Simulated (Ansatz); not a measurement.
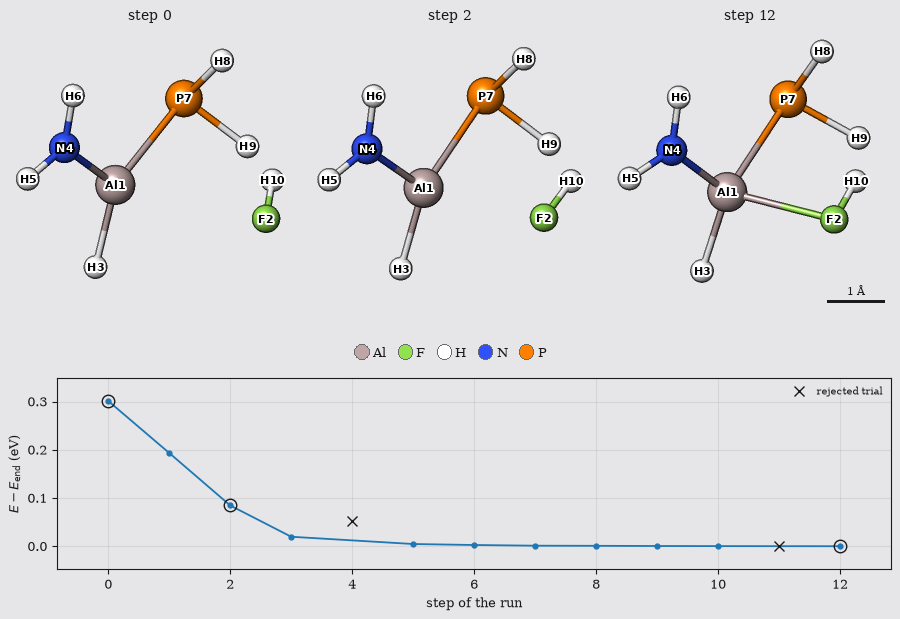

Frames of a relaxation of AlPNH$_{6}$F, marked on the history of the run. Style: ball-and-stick. Shown at a tilt.

The run prepares an end point of a later path (reaction) calculation, from a guessed geometry.

All numbers below come from Ansatz 0.2.0, RKS BLYP-D4/6-31G*. Settings: no spin polarisation; force threshold 0.03 eV/Å; at most 50 steps.

What happens along the run?

The atom that moves furthest after the best rigid fit is F2 (0.56 Å). By element the largest moves are F 0.56 Å, H 0.30 Å, Al 0.29 Å, N 0.15 Å, P 0.09 Å. Some distances before and after: Al1–F2 2.879 → 2.077 Å, Al1–H10 2.780 → 2.270 Å, Al1–P7 2.305 → 2.424 Å, F2–H10 0.942 → 0.987 Å. New bonds form, among them: Al1–F2 (2.88 → 2.08 Å). Bond angles that change, for instance: H3–Al1–P7 121.5° → 118.2°, N4–Al1–P7 116.4° → 113.5°, Al1–P7–H9 98.5° → 100.9°. The energy falls by 0.301 eV in 10 accepted moves (12 points after the start). The largest force component goes from 0.77 to 0.0082 eV/Å. The line search rejected the trial steps at points 4, 11 of the run. Cost: 24 s on 1 thread of Intel(R) Xeon(R) 6975P-C (Granite Rapids), with other jobs on the host, peak memory 0.16 GiB. From step 0 to 2: F2 moves most (0.39 Å), energy −0.217 eV. From step 2 to 12: H10 moves most (0.27 Å), energy −0.085 eV.

```
step  E − E(0), eV  largest force component, eV/Å      note
   0        0.0000                         0.7720          
   1       -0.1078                         1.0647          
   2       -0.2166                         0.7713          
   3       -0.2815                         0.3450          
   4       -0.2496                         0.4687  rejected
   5       -0.2966                         0.0801          
   6       -0.2986                         0.0614          
   7       -0.3001                         0.0572          
   8       -0.3003                         0.0988          
   9       -0.3007                         0.0363          
  10       -0.3010                         0.0150          
  11       -0.3008                         0.0412  rejected
  12       -0.3012                         0.0082
```
